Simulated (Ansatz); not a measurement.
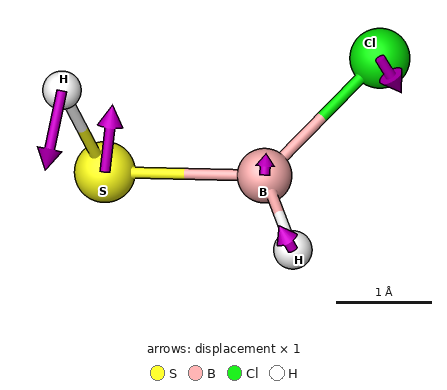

This is a relaxation of BH₂SCl (coarse preliminary run). The starting structure is drawn; purple arrows show the displacements, at their true length. The two geometries are superimposed by the best rigid fit.

Style: ball-and-stick. Shown at a tilt.

The start comes from a force field.

Computed with RKS PBE-D4/def2-SVP (Ansatz).

The input:
```yaml
crystal:
  periodic: [false, false, false]
  atoms:
    - {symbol: S, position_ang: [-1.315100, 0.457600, 0.134300]}
    - {symbol: B, position_ang: [0.423000, -0.037400, 0.335900]}
    - {symbol: Cl, position_ang: [0.824000, -1.824900, 0.325700]}
    - {symbol: H, position_ang: [-1.159700, 0.561100, -1.281600]}
    - {symbol: H, position_ang: [1.277700, 0.769800, 0.444300]}
basis:
  gaussian: {orbitals: def2-SVP}
hamiltonian: {xc: pbe, dispersion: d4}
relax: {f_tol: 0.03, max_steps: 200}
```

Q: What did the optimiser do to the structure, and how much energy did it gain?

A: The atom that moves furthest after the best rigid fit is H4 (0.87 Å). By element the largest moves are H 0.87 Å, S 0.73 Å, Cl 0.49 Å, B 0.24 Å. Some distances before and after: B2–Cl3 1.832 → 1.758 Å, S1–H4 1.428 → 1.363 Å, B2–H5 1.181 → 1.210 Å, S1–B2 1.818 → 1.793 Å. Bond angles that change, for instance: B2–S1–H4 91.5° → 95.8°. Groups turn about S1–B2 by about 85°. After 8 accepted moves (9 points after the start) the energy has fallen by 0.834 eV. The largest force component goes from 1.9 to 0.019 eV/Å. The line search rejected the trial step at point 7 of the run.
